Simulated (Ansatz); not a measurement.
Run report: SiPNH4S, geometry relaxation (part 1 of 2)

The run: geometry relaxation of SiPNH4S. Method and program: RHF/def2-SVP (Ansatz 0.2.0).

It belongs to a series of runs on one base structure; here: end point B relaxed. Figures and captions count atoms from 1; the log counts them from 0 in places.

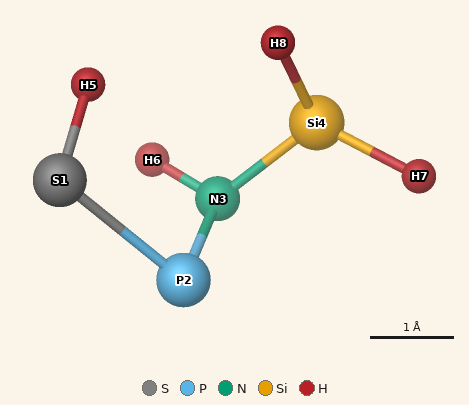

**Figure 1.** The input geometry (ball-and-stick view, seen at a tilt; atoms are numbered from 1 in the order of the input).

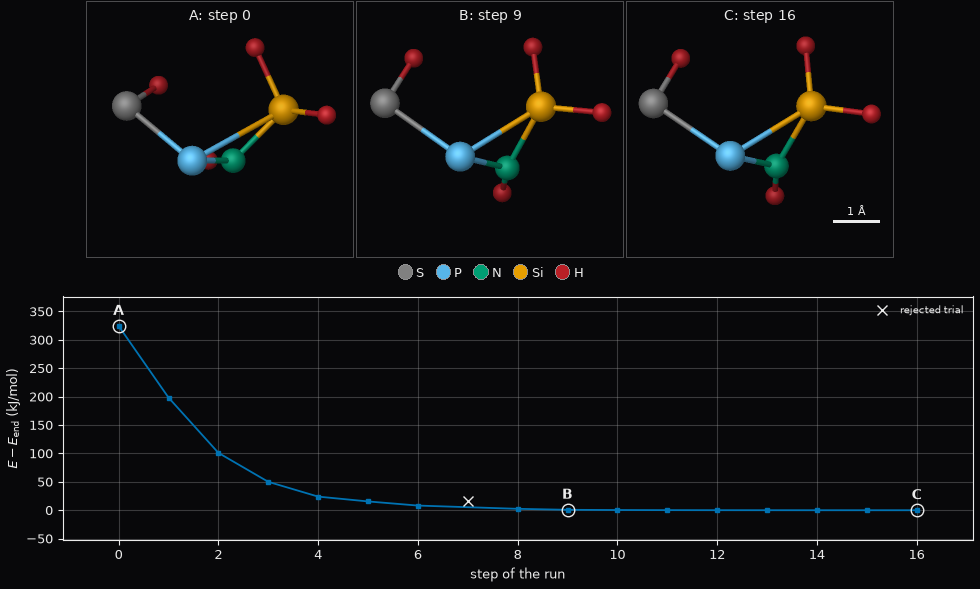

**Figure 2.** Frames of the relaxation (ball-and-stick view, seen at a tilt) above the curves, on which the letters mark them (the first geometry is step 0 here and step 1 in the log).

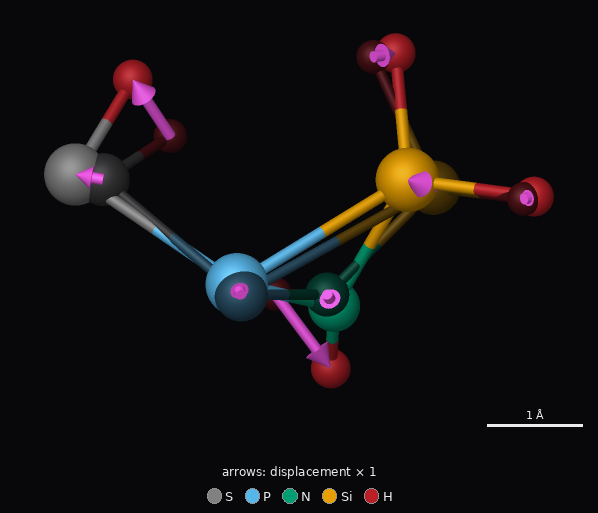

**Figure 3.** Start (faint) and end (solid) with the displacements as pink arrows, at true length (ball-and-stick view, seen at a tilt). The two geometries are laid on each other by the best rigid fit. After 16 geometry steps the energy has fallen by 324.5 kJ/mol. Largest force component: 6.3 eV/Å at the start, 0.0088 eV/Å at the end. The line search rejected the trial step at point 7 (counted from 0) and went back. The largest move after the best rigid fit is that of H6, 0.99 Å. By element the largest moves are H 0.99 Å, Si 0.47 Å, S 0.30 Å, N 0.26 Å, P 0.20 Å. Distances before and after: P2–Si4 2.607 → 2.211 Å, P2–N3 1.605 → 1.737 Å, S1–P2 2.052 → 2.162 Å, N3–Si4 1.590 → 1.697 Å. Among the angles that change: Si4–N3–H6 116.3° → 148.3°, P2–N3–Si4 109.4° → 80.2°, P2–Si4–H7 97.5° → 123.3°. (Atoms are counted from 1 in the order of the input.)

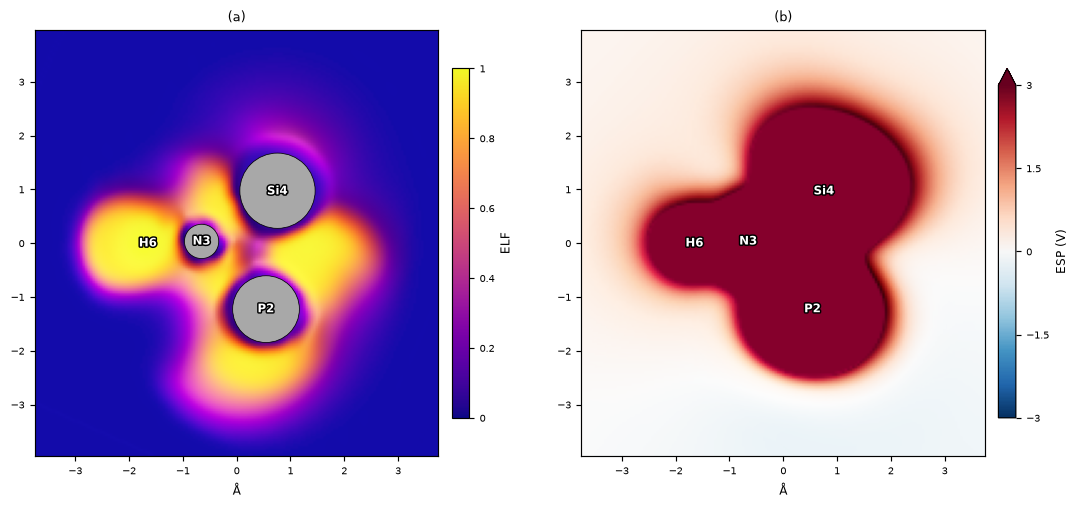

**Figure 4.** (a) electron localisation function; (b) molecular electrostatic potential on the plane of atoms P2, N3 and Si4. Grey discs, where drawn, cover atomic cores. The section cuts through P, N, Si and H sites. P–N (1.74 Å): the ELF peaks at about 0.90 between the atoms, which marks a shared but strongly polarised pair. Si–P (2.21 Å): the ELF peaks at about 0.75 between the atoms, as expected for localised, shared-pair bonding. N–H (1.00 Å): the ELF climbs to about 1 towards the hydrogen, as it does in any bond to H (a covalent bond by its length).

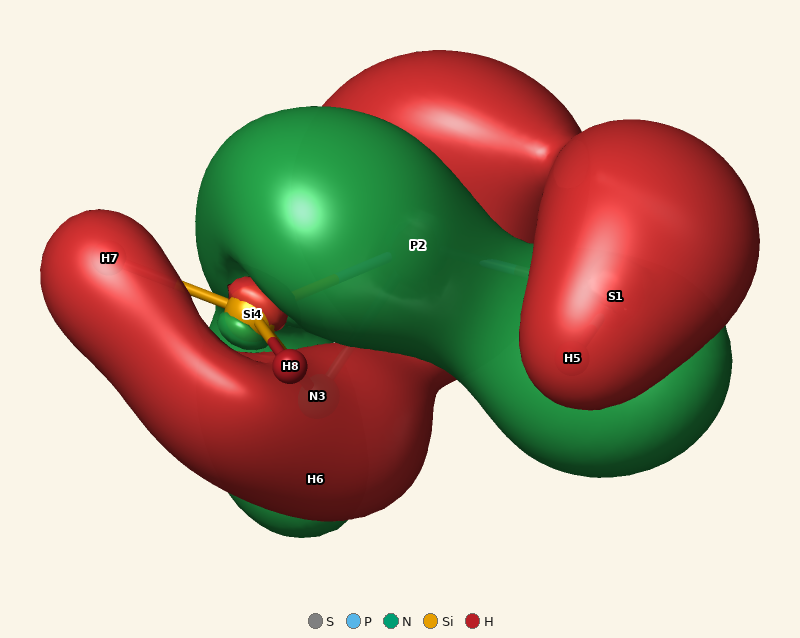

**Figure 5.** The HOMO at ±0.06 Å⁻³ᐟ² (green and red are the two phases), seen from the side. It lies mainly on P2 (40 %), S1 (25 %), Si4 (15 %) and N3 (10 %). Its energy is −9.17 eV.

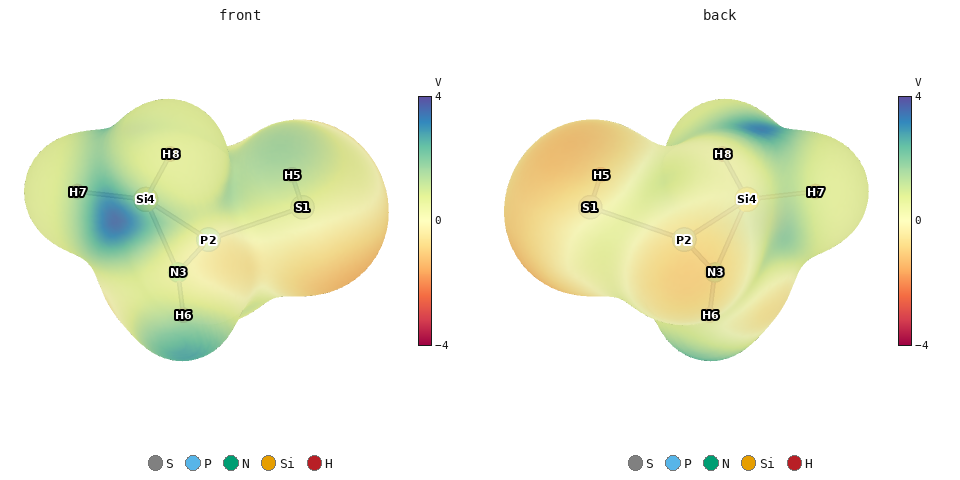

**Figure 6.** The electrostatic potential painted on the density surface at 0.004 e/bohr³, seen at a tilt and from behind; red is negative and blue positive. A positive charge is drawn to the negative regions and a negative charge to the positive ones.

The input that produced these results follows, with the program's output.

The input:
```yaml
crystal:
  periodic: [false, false, false]
  atoms:
    - { symbol: S, position_ang: [-1.2724, 1.4234, -0.3534] }
    - { symbol: P, position_ang: [0.6777, 0.8702, -0.6733] }
    - { symbol: "N", position_ang: [0.78198, 1.6029, -2.09711] }
    - { symbol: Si, position_ang: [1.40815, 3.05109, -1.90046] }
    - { symbol: H, position_ang: [-1.3715, 2.4027, -1.3367] }
    - { symbol: H, position_ang: [-0.08103, 1.55511, -2.62889] }
    - { symbol: H, position_ang: [2.75107, 3.13525, -1.35483] }
    - { symbol: H, position_ang: [0.43979, 3.94619, -1.15469] }
basis:
  gaussian: { orbitals: def2-SVP }
hamiltonian:
  xc: hf
relax:
  f_tol: 0.015
  max_steps: 40
output:
  orbitals: {}
```

Command:
```bash
ansatz run input.yaml --threads 1 --pin off --max-ram 2048MiB --backend cpu --events-out ev --progress --plain --runs-dir out
```

Output:
```
The last accepted step is kept in [file] (removed where the run ends without a failure and the disk answers)
Engine: ansatz 0.2.0, x86_64-unknown-linux-gnu
Functional definition: HF
  exchange = exact_x
  correlation = 0
901 factors; integrals over basis functions are off by at most 4.6e-4 eV
mean field evaluation 1: about -29480.6792 eV, gradient 2.9e1 eV
mean field evaluation 2: about -29480.7325 eV, gradient 2.9e1 eV
mean field evaluation 4: about -29482.9072 eV, gradient 3.3e0 eV
mean field evaluation 8: about -29482.9535 eV, gradient 1.3e-3 eV
mean field -29482.95349233 eV, -1083.4785565796 hartree, gradient 1.5e-5 eV, S^2 0.000000; 0 other end points of the search recorded, 0 dependent functions left out
the calculation of the forces begins
reference -29482.95349233 eV, -1083.4785565796 hartree; 28, 28 occupied and 60, 60 virtual orbitals, 901 factors
relax step   1: F+E_penalty+E_count = -29482.95349233 eV  Δ(F+E_penalty+E_count) = +0.000e0 eV  max|allowed force component| = 6.282e0 eV/Å  Δτ_max = 0.0000 Å  (38 SCF iters, accepted)
these checks for a lower state are left out or cut short: starts, cluster_reference, orbital_swaps, neighbouring_geometries, increment
901 factors; integrals over basis functions are off by at most 5.2e-4 eV
mean field evaluation 16: about -29484.2604 eV, gradient 4.3e-3 eV
mean field -29484.26044442 eV, -1083.5265861829 hartree, gradient 2.3e-5 eV, S^2 0.000000; 0 other end points of the search recorded, 0 dependent functions left out
[... from here on the field's lines of each further geometry are left out, up to the last ...]
relax step   2: F+E_penalty+E_count = -29484.26044442 eV  Δ(F+E_penalty+E_count) = -1.307e0 eV  max|allowed force component| = 3.728e0 eV/Å  Δτ_max = 0.1949 Å  (35 SCF iters, accepted)
relax step   3: F+E_penalty+E_count = -29485.26933495 eV  Δ(F+E_penalty+E_count) = -1.009e0 eV  max|allowed force component| = 3.006e0 eV/Å  Δτ_max = 0.1948 Å  (35 SCF iters, accepted)
relax step   4: F+E_penalty+E_count = -29485.79799475 eV  Δ(F+E_penalty+E_count) = -5.287e-1 eV  max|allowed force component| = 3.069e0 eV/Å  Δτ_max = 0.1999 Å  (34 SCF iters, accepted)
relax step   5: F+E_penalty+E_count = -29486.06793430 eV  Δ(F+E_penalty+E_count) = -2.699e-1 eV  max|allowed force component| = 1.435e0 eV/Å  Δτ_max = 0.1949 Å  (34 SCF iters, accepted)
relax step   6: F+E_penalty+E_count = -29486.15591494 eV  Δ(F+E_penalty+E_count) = -8.798e-2 eV  max|allowed force component| = 1.086e0 eV/Å  Δτ_max = 0.1998 Å  (34 SCF iters, accepted)
relax step   7: F+E_penalty+E_count = -29486.23135429 eV  Δ(F+E_penalty+E_count) = -7.544e-2 eV  max|allowed force component| = 6.423e-1 eV/Å  Δτ_max = 0.0813 Å  (33 SCF iters, accepted)
relax step   8: F+E_penalty+E_count = -29486.14895019 eV  Δ(F+E_penalty+E_count) = +8.240e-2 eV  max|allowed force component| = 3.918e0 eV/Å  Δτ_max = 0.1997 Å  (33 SCF iters, rejected (line search))
relax step   9: F+E_penalty+E_count = -29486.29077446 eV  Δ(F+E_penalty+E_count) = -5.942e-2 eV  max|allowed force component| = 1.591e-1 eV/Å  Δτ_max = 0.0973 Å  (33 SCF iters, accepted)
relax step  10: F+E_penalty+E_count = -29486.30871391 eV  Δ(F+E_penalty+E_count) = -1.794e-2 eV  max|allowed force component| = 1.431e-1 eV/Å  Δτ_max = 0.0997 Å  (33 SCF iters, accepted)
relax step  11: F+E_penalty+E_count = -29486.31263391 eV  Δ(F+E_penalty+E_count) = -3.920e-3 eV  max|allowed force component| = 9.800e-2 eV/Å  Δτ_max = 0.0597 Å  (33 SCF iters, accepted)
relax step  12: F+E_penalty+E_count = -29486.31462480 eV  Δ(F+E_penalty+E_count) = -1.991e-3 eV  max|allowed force component| = 7.113e-2 eV/Å  Δτ_max = 0.0297 Å  (28 SCF iters, accepted)
relax step  13: F+E_penalty+E_count = -29486.31571340 eV  Δ(F+E_penalty+E_count) = -1.089e-3 eV  max|allowed force component| = 9.315e-2 eV/Å  Δτ_max = 0.0247 Å  (34 SCF iters, accepted)
relax step  14: F+E_penalty+E_count = -29486.31611711 eV  Δ(F+E_penalty+E_count) = -4.037e-4 eV  max|allowed force component| = 5.640e-2 eV/Å  Δτ_max = 0.0221 Å  (28 SCF iters, accepted)
relax step  15: F+E_penalty+E_count = -29486.31645258 eV  Δ(F+E_penalty+E_count) = -3.355e-4 eV  max|allowed force component| = 7.792e-2 eV/Å  Δτ_max = 0.0171 Å  (34 SCF iters, accepted)
relax step  16: F+E_penalty+E_count = -29486.31656358 eV  Δ(F+E_penalty+E_count) = -1.110e-4 eV  max|allowed force component| = 3.690e-2 eV/Å  Δτ_max = 0.0106 Å  (27 SCF iters, accepted)
the calculation of the forces begins
reference -29486.31663386 eV, -1083.6021497509 hartree; 28, 28 occupied and 60, 60 virtual orbitals, 901 factors
```
